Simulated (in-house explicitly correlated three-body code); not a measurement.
Two electrons around a point charge Z = 2.46. Computed variationally in 260 exponentially correlated functions with an in-house code, non-relativistic, converged to about 10⁻⁷ hartree. Wanted, and plotted below: the exact exchange and correlation potentials of the ground state, from inverting its density, with the radial density dashed.

The exchange potential, minus half the Hartree potential for two paired electrons, rises from −2.10 hartree at 0.089 bohr to −0.44 at 2.3 bohr, tending to −1/r far out. The correlation potential is −0.043 hartree at the inner end, crosses zero near 0.26 bohr and has a positive maximum of 0.027 hartree near 0.57 bohr; the density peaks at 0.45 bohr. The LDA correlation potential, by contrast, is negative everywhere. The Kohn-Sham level equals minus the binding of the second electron, −44.7 eV.

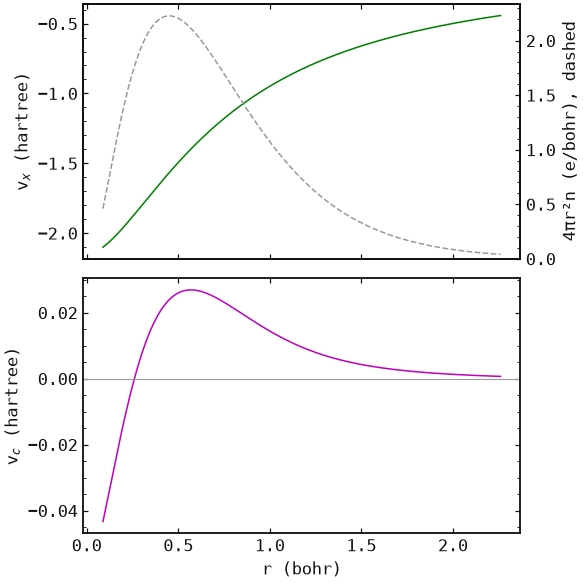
